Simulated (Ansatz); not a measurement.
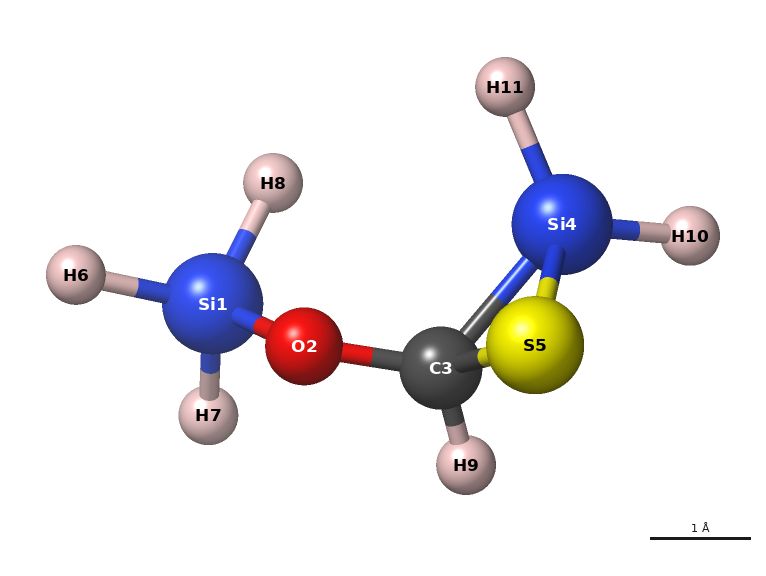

The view is orthographic, and the bar gives the scale. Computed geometry: PBE-D4/def2-SVP optimisation. No frequency run is at hand to confirm it as a minimum.

Give an XYZ file in the frame of the picture: x to the right, y up, z towards the viewer, origin at the mean of the atomic positions.

```xyz
11
CH6OSSi2
Si  -1.77  -0.08  -0.70
O   -0.85  -0.51   0.65
C    0.53  -0.73   0.55
Si   1.75   0.71   0.43
S    1.47  -0.50   2.15
H   -3.14   0.21  -0.19
H   -1.81  -1.21  -1.71
H   -1.16   1.13  -1.36
H    0.78  -1.71   0.08
H    3.03   0.60  -0.34
H    1.17   2.09   0.43
```
